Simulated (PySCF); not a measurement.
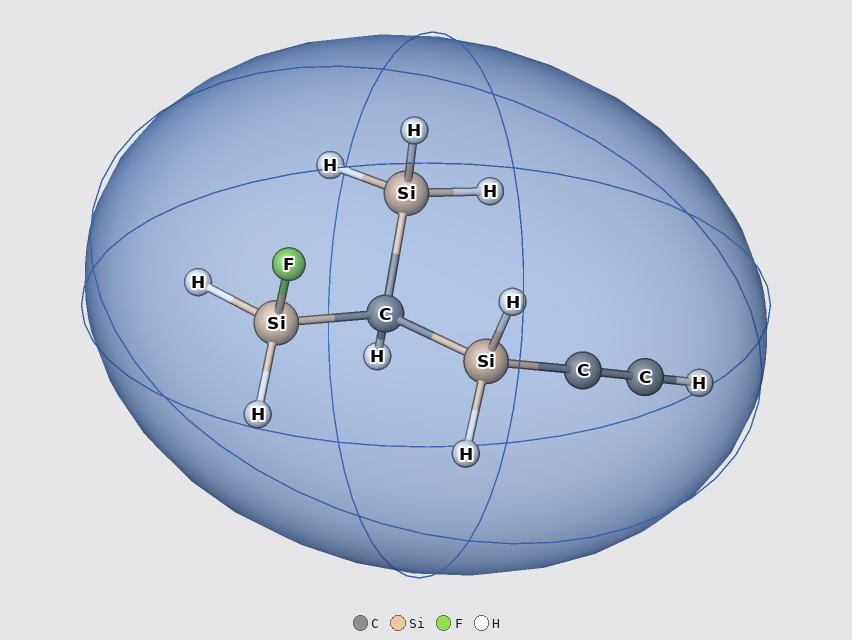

The ellipsoid shows the static dipole polarisability: its half-axes are proportional to the principal values. The computed structure is the end point of a GFN2-xTB optimisation. No frequency run is at hand to confirm it as a minimum. Level of theory: B3LYP/def2-SVPD (PySCF 2.14.0).

**How large and how anisotropic is the polarisability?**

Principal values 89.7, 109.5, 136.6 bohr³; mean 111.9 bohr³ (16.58 Å³); anisotropy 40.8 bohr³, so the longest axis is 1.52 times the shortest.

The geometry is semi-empirical. Around Si such bond lengths and angles can be off by a tenth of an ångström or more and by several degrees, and values that hang on the shape move with them.
